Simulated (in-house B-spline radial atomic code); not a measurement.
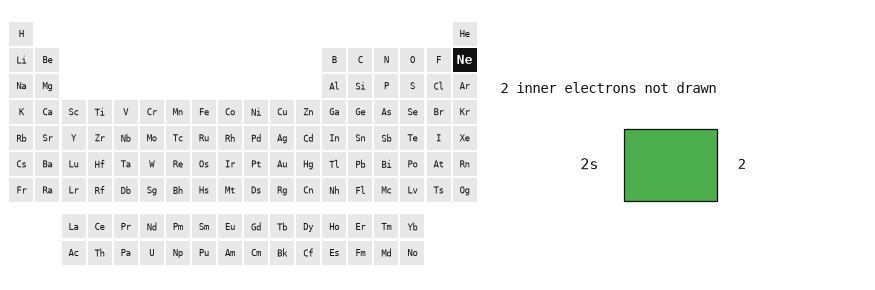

*Left, the place of neon in the periodic table; right, the outer shells of the closed core: a box for each of the 2l + 1 orbitals, shaded by the share of the shell that is filled, with the electron count at the right.*

# Many-body perturbation calculation, with input and output: Ne⁴⁺

- system: Ne⁴⁺, core [He] 2s2.
- method: configuration interaction of two valence electrons with many-body perturbation theory for the core (screened one- and two-electron correlation potentials), Breit and QED, no-pair Dirac, B-spline basis (in-house B-spline radial atomic code)

### The input
```
basis_form = 3
Z = 10
core_configuration = [He] 2s2
rms_radius = 3.0055
mass_number = 20
speed_of_light = 137.035999084
box_radius = 15.0
lmax = 6
intervals = 65
virtual_cutoff = 300.0
```

Hardware: 1 CPU thread, shared host.

The run was one of a batch that the task file lists, launched with:
```bash
python <driver script> task.json out
```

The program writes its results to a structured record and prints no log; tables and figures of this report are taken from that record.

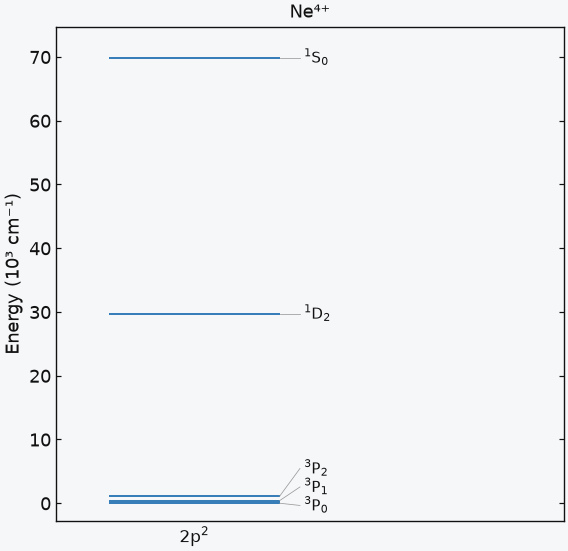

*Levels of Ne⁴⁺ (neon, Z = 10), two electrons outside the core [He] 2s². CI+MBPT: configuration interaction in the frozen-core Dirac–Hartree–Fock potential with screened core-valence correlation, Breit and QED terms; computed with a B-spline radial code.*

The lowest level is 2p² ³P₀. The first excited level, 2p² ³P₁, lies at 409 cm⁻¹. The ground term spreads over 1,110 cm⁻¹ in the order J = 0, 1, 2, a normal multiplet. All levels drawn have even parity, so no electric dipole line joins them. The ionisation energy is 126.5 eV, against 124.6 eV from CI without core-valence correlation and a measured value of 126.2 eV.

| Level | E (cm⁻¹) |
| --- | --- |
| 2p² ³P₀ | 0 |
| 2p² ³P₁ | 409 |
| 2p² ³P₂ | 1,106 |
| 2p² ¹D₂ | 29,700 |
| 2p² ¹S₀ | 69,850 |

### Key numbers

```
 quantity      value
  outcome  converged
wall time       60 s
```

### Remarks

Caveats: the outer s2 shell is a soft core here, levels are rough.
